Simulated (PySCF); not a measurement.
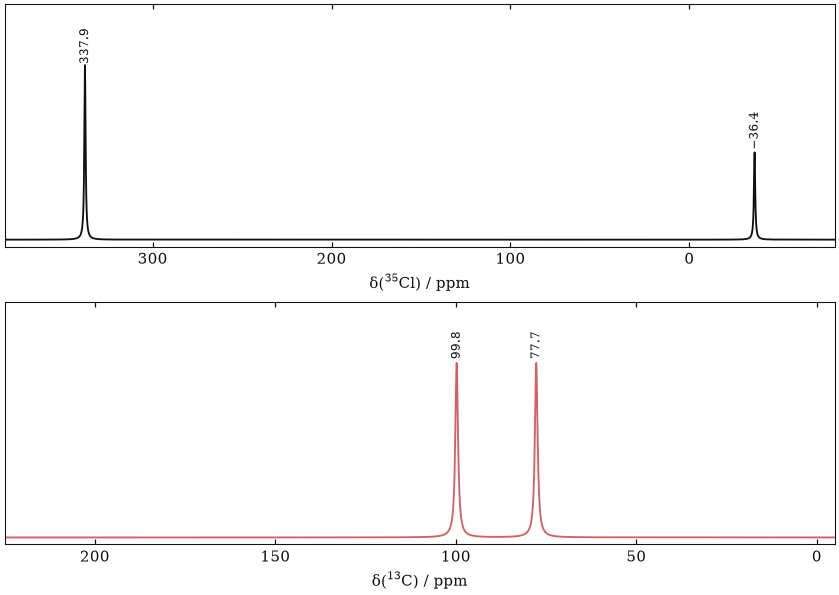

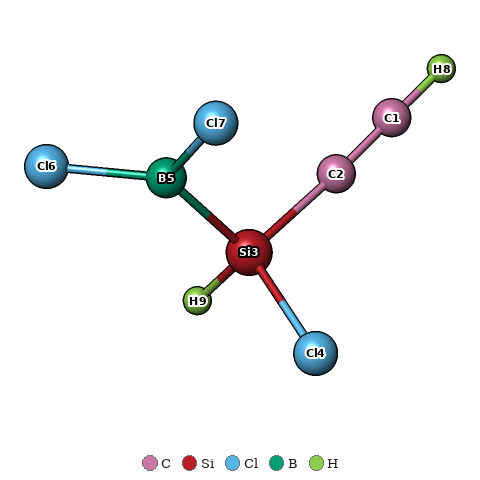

Spectrum and numbered structure of C₂H₂BCl₃Si, SMILES C#C[Si@@H](Cl)B(Cl)Cl. GIAO shifts, PBE0/def2-SVP in PySCF, at a PBE0-D3(BJ)/def2-SVP geometry (no frequency check), against HCl for ³⁵Cl and TMS for ¹³C computed at the same level (Cl: the usual scale starts at aqueous chloride instead). Gas phase, fully decoupled, line heights follow the number of nuclei, widths are arbitrary (no quadrupolar broadening); values of one conformer, averaged over nuclei that symmetry or rotation about single bonds exchange, these motions taken as fast; other conformers aren't averaged in.

> Which atoms give which ³⁵Cl line?

| δ (ppm) | nuclei | atoms |
| --- | --- | --- |
| 337.9 | 2 | Cl6, Cl7 |
| −36.4 | 1 | Cl4 |

> Which atoms give which ¹³C line?

```tsv
δ (ppm)	nuclei	atoms
99.8	1	C1
77.7	1	C2
```
